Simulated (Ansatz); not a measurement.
**CH$_{4}$OSn···H$_{2}$: density, localisation and related maps**

```xyz
9

Sn    0.2634    0.2502   -1.3146
H     1.1356   -0.4431    1.4087
H     1.7099   -0.0417    1.2289
O    -1.1735    1.5392   -0.6707
H    -1.9386    1.0475   -0.3090
C    -0.9110   -1.5910   -0.7937
H    -1.3118   -1.5423    0.2408
H    -1.7767   -1.6537   -1.4896
H    -0.3174   -2.5223   -0.8996
```

Core potentials replace the inner electrons of Sn; not at a stationary point (largest force 1.8 eV/Å).

Theory: RKS PBE-D4/def2-SVP (Ansatz).

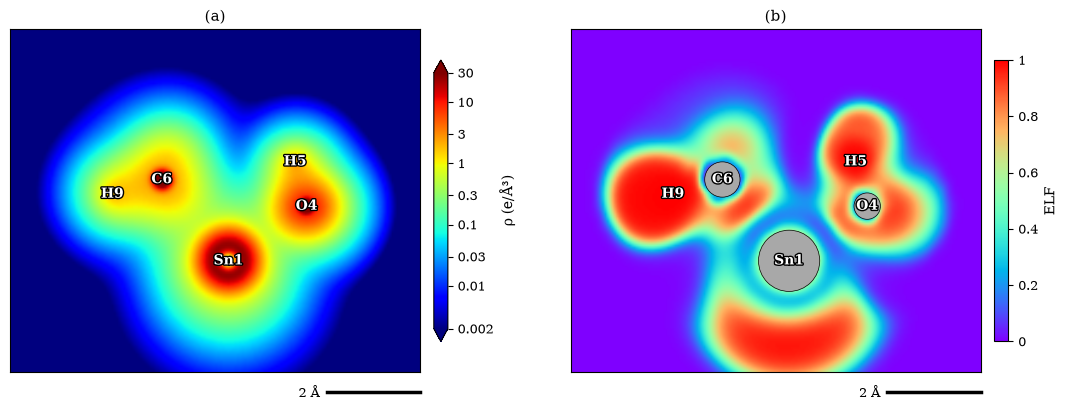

Figure 1. (a) electron density; (b) ELF on the plane of atoms O4, Sn1 and C6. Grey discs cover the atomic cores in the ELF map.

Read the bonding off the picture.

Answer.
- Atoms in the plane: Sn, O, H and C.
- Sn–O (2.03 Å): ρ at the midpoint is about 0.65 e/Å³; the ELF peaks at about 0.85 in the valence shell of O, 0.6 Å from its nucleus, and drops to about 0.15 between the two atoms.
- C–Sn (2.25 Å): ρ is about 0.58 e/Å³ halfway; the ELF peaks at about 0.90 in the valence shell of C, 0.7 Å from its nucleus, and drops to about 0.20 between the two atoms.
- O–H (0.98 Å): the density is about 3.5 e/Å³ at the midpoint; the ELF climbs to about 1 towards the hydrogen, as it does in any bond to H: an ordinary covalent bond to hydrogen.
- C–H (1.11 Å): ρ at the midpoint is about 1.8 e/Å³; the ELF climbs to about 1 towards the hydrogen; a covalent bond by its length.
- The ELF also peaks beside O4, away from the bonds: lone-pair regions.

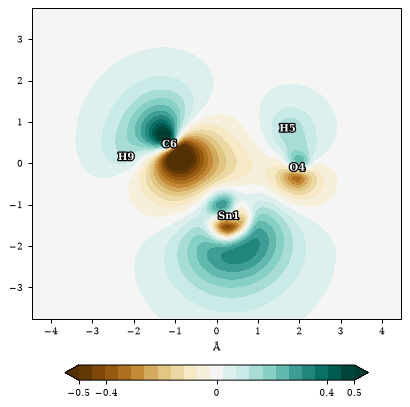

Figure 2. The HOMO on the plane of atoms O4, Sn1 and C6 (values in Å⁻³ᐟ²; the overall sign is arbitrary).

What is the character of this orbital?

Answer. Its weight (Hirshfeld) is mainly on Sn1 (about 55 %) and C6 (about 30 %). Its energy is −5.37 eV.
